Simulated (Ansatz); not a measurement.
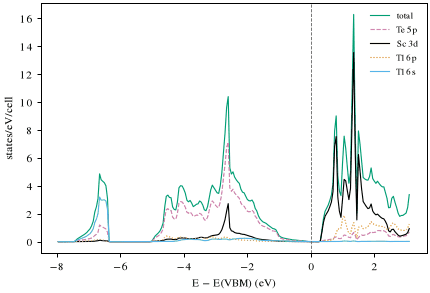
Figure. Total and projected density of states of ScTlTe2 in space group R-3m (No. 166; Sc on 3a, Tl on 3b, Te on 6c), the program Ansatz at the r²SCAN level (PAW)

**Question.** Which orbitals carry the states next to the gap?

**Answer.** Top 1 eV of the valence band: Te 5p 73 %, Tl 6s 16 %, Sc 3d 7 %. Bottom 1 eV of the conduction band: Sc 3d 74 %, Tl 6p 13 %, Te 5p 5 %. Projections are on Löwdin-orthogonalised atomic valence shells; empty p or d shells of many metals are not among them.

**Question.** Where is the tallest occupied peak in this window, and what makes it?

**Answer.** Near -2.6 eV, about 10 states/eV per cell; the largest projected share is Te 5p.

The workflow started from a Materials Project entry (that database holds measured and hypothetical structures alike); the Crystallography Open Database copy checked does not list it. Its standing as an ambient phase is unchecked. Symmetry was held in the r²SCAN relaxation; whether a distortion lowers the energy is not shown. No spin polarisation was allowed. Spin–orbit coupling is left out wherever it is not named.

Potentials: the later of the program's two PAW sets.
